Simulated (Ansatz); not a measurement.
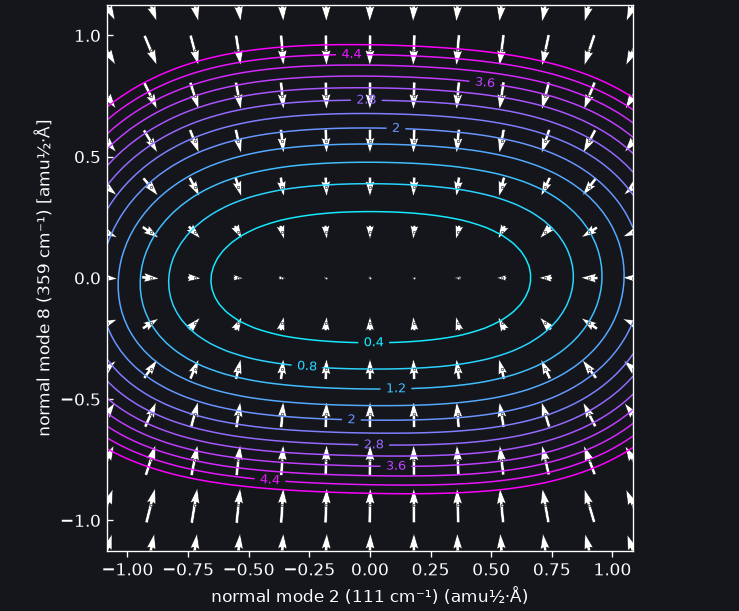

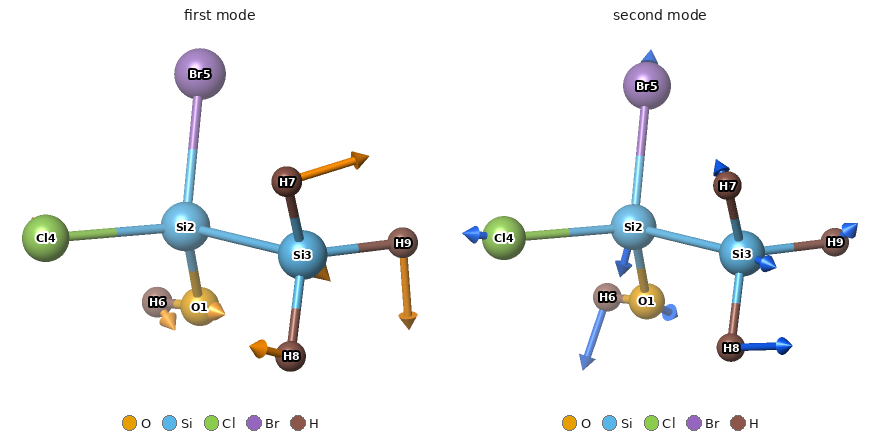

Energy landscape of BrClH4OSi2, SMILES O[Si]([SiH3])(Cl)Br. The first coordinate is: normal mode 2 (111 cm⁻¹); the second: normal mode 8 (359 cm⁻¹). Nothing is relaxed (straight displacements along the two mass-weighted modes). The scan uses a 13 × 13 grid. Points are written as (first, second). Energies: kcal/mol, counted from the relaxed molecule at the same level. Computed with RKS PBE0-D4/def2-SVP in Ansatz.

In the figure: contour lines labelled in kcal/mol (none above 4.8), dots at the grid points, arrows along the force (downhill), their lengths compressed. Between grid points the surface is interpolated. The second picture is the structure at the lowest point

Q: What does the map say about the system?

A: The lowest grid point is at (0.000 amu½·Å, 0.000 amu½·Å), 0.0 kcal/mol from the relaxed molecule at the same level. No other kind of well shows on this grid. The highest grid point, (−1.085 amu½·Å, −1.126 amu½·Å), lies 10.3 kcal/mol above the lowest.

Time for the 169 points that were run: 30 min on 1 thread of AMD EPYC 7R43 64-Core Processor (Zen 3) (shared host).
